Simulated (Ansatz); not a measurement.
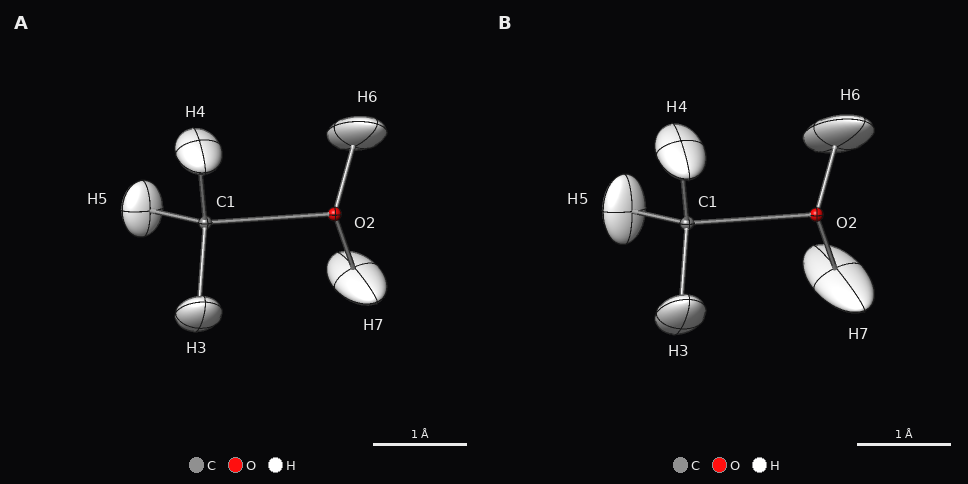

Displacement ellipsoids at the 50 % level, scaled by 1.5, from the internal vibrations of the free molecule (harmonic, no overall translation or rotation; no half-axis is drawn under 0.075 Å). Charge +1, singlet. Vibrations computed with RKS PBE0-D4/def2-TZVP (Ansatz 0.2.0). One panel is for 298 K, the other for 600 K.

Question: Which panel is for 600 K?

Answer: B.

Question: How much does the mean-square displacement of H7 grow, and why?

Answer: U_eq goes from 0.0228 to 0.0362 Å², a factor of 1.6. Modes below kT (417 cm⁻¹ at 600 K) grow about in proportion to T, and the lowest lies at 250 cm⁻¹; the mean-square amplitude of a mode is its zero-point value times coth(ħω/2kT), which comes close to 1 only above about 3kT.
